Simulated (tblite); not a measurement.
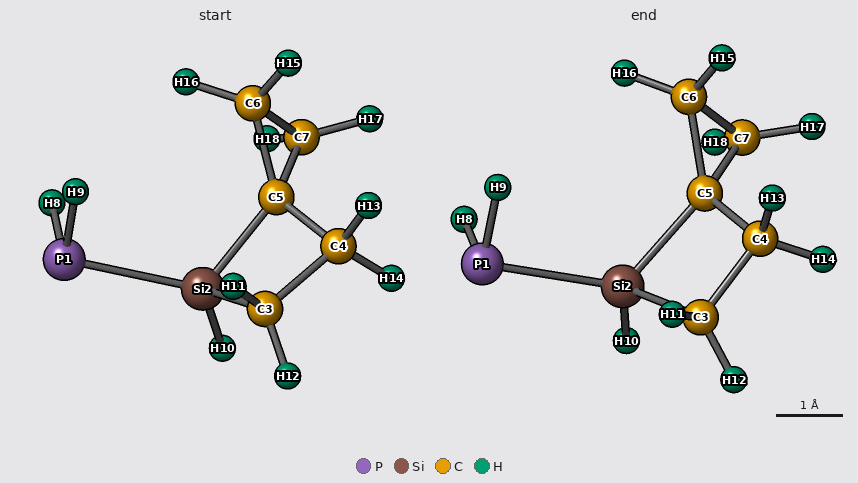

The structure of C₅H₁₁PSi before (left) and after (right) a relaxation, at one scale.

Style: ball-and-stick. Shown at a tilt.

Method: tblite 0.8.0, GFN2-xTB geometry optimisation, gas phase. 

### Summarise the run.

H11 moves most after the best rigid fit: 0.46 Å. Largest moves by element: H 0.46 Å, P 0.31 Å, C 0.21 Å, Si 0.15 Å. Some distances before and after: Si2–C5 1.810 → 1.903 Å, P1–Si2 2.197 → 2.245 Å, Si2–C3 1.873 → 1.919 Å, P1–H9 1.417 → 1.384 Å. Bond angles that change, for instance: P1–Si2–H10 116.3° → 108.8°, C3–C4–C5 92.9° → 99.3°, Si2–C5–C7 125.1° → 131.1°. Over 95 geometry steps the energy falls by 41.8 kJ/mol. Cost: 0.79 s on 1 thread of Arm Neoverse V1, on a shared host.
